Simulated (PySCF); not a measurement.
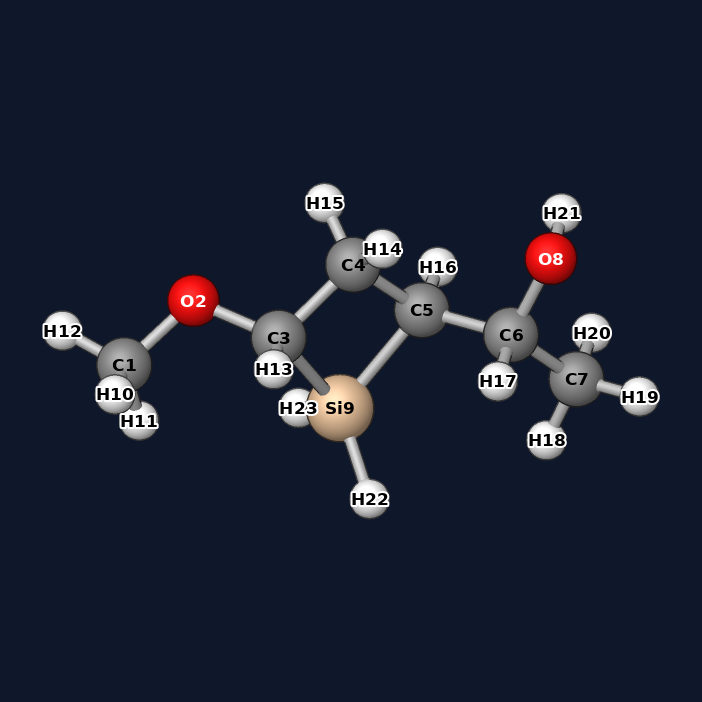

The computed structure is the end point of a GFN2-xTB optimisation. No frequency run is at hand to confirm it as a minimum. Method: GIAO PBE0/pcSseg-1 NMR shielding, non-relativistic, gas phase (PySCF 2.14.0). Principal shieldings σ11 ≤ σ22 ≤ σ33, span Ω = σ33 − σ11, skew κ = 3(σiso − σ22)/Ω.

Give the shielding tensors of the Si atoms.

```
atom    σ11    σ22    σ33   σiso     Ω     κ
 Si9  351.2  365.6  434.3  383.7  83.1  0.65
```

Shieldings and span in ppm.

The geometry is semi-empirical. Around Si such bond lengths and angles can be off by a tenth of an ångström or more and by several degrees, and values that hang on the shape move with them.
